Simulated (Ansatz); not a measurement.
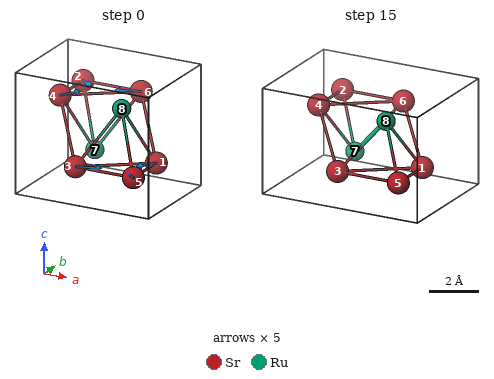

The structure of crystalline Sr3Ru (built on the Ni3Sn (D0_19)_194 type) before (left) and after (right) a relaxation, at one scale. The blue arrows give the displacements (the part carried along by the change of the cell is left out), magnified 5 times.

The picture is a ball-and-stick view of the cell of the calculation, seen slightly off an axis.

Case: Ni3Sn (D0_19) type (P6_3/mmc, No. 194).

Level of theory: Ansatz 0.2.0, DFT PBE, scalar-relativistic, plane waves, PAW.

Input file:
```yaml
crystal:
  lattice:
    - [7.8164412285, 0.0, 0.0]
    - [-3.9082206143, 6.7692366711, 0.0]
    - [0.0, 0.0, 5.0399563736]
  atoms:
    - { symbol: Sr, position: [0.8122340555, 0.6244681111, 0.25] }
    - { symbol: Sr, position: [0.1877659445, 0.8122340555, 0.75] }
    - { symbol: Sr, position: [0.3755318889, 0.1877659445, 0.25] }
    - { symbol: Sr, position: [0.1877659445, 0.3755318889, 0.75] }
    - { symbol: Sr, position: [0.8122340555, 0.1877659445, 0.25] }
    - { symbol: Sr, position: [0.6244681111, 0.8122340555, 0.75] }
    - { symbol: Ru, position: [0.3333333333, 0.6666666667, 0.25] }
    - { symbol: Ru, position: [0.6666666667, 0.3333333333, 0.75] }
basis:
  ecutwfc: 420
kpoints:
  mp_grid: { grid: [6, 6, 8] }
hamiltonian:
  xc: pbe
scf:
  occupations: { method: gaussian, width: 0.1 }
output:
  forces: true
  stress: true
  eigenvalues: true
relax:
  adjacent_minimum: "off"
  f_tol: 0.01
  max_steps: 80
  cell: { stress_tol: 0.05 }
```

Launched with:
```bash
ansatz run input.yaml --threads 1 --pin off --max-ram 2560MiB --backend cpu --events-out ev --progress --plain --runs-dir out
```

Question: Describe what moved and what it gained.

Answer: The largest moves relative to the cell, 0.23 Å, are those of Sr1, Sr2, Sr3, Sr4, Sr5 and Sr6. Sr3 goes along [2 1 0]. Ru stays in place. The volume changes by +18.0 %, with a = b 7.816 → 9.100 Å (+16.4 %), c 5.040 → 4.386 Å (−13.0 %). Some distances before and after: Sr1–Sr2 3.579 → 3.872 Å, Sr1–Ru8 3.199 → 3.011 Å, Sr1–Sr3 3.413 → 3.573 Å. Bond angles that change, for instance: Sr2–Ru7–Sr2 103.9° → 93.5°, Sr2–Ru7–Sr4 64.5° → 72.8°, Sr2–Ru7–Sr4 144.1° → 139.9°. The space group stays P6_3/mmc (No. 194). Over 11 accepted moves (15 points after the start) the energy falls by 14.4 meV per atom. The largest force component goes from 0.0086 to 0.0048 eV/Å. Pressure: 0.31 GPa at the start and 0.00 GPa at the end. The line search rejected the trial steps at points 4, 13 of the run. The SCF was repeated twice at an unchanged geometry on a basis and grid sized afresh for the cell, which shifted the energy by 1.6 meV per atom at most.
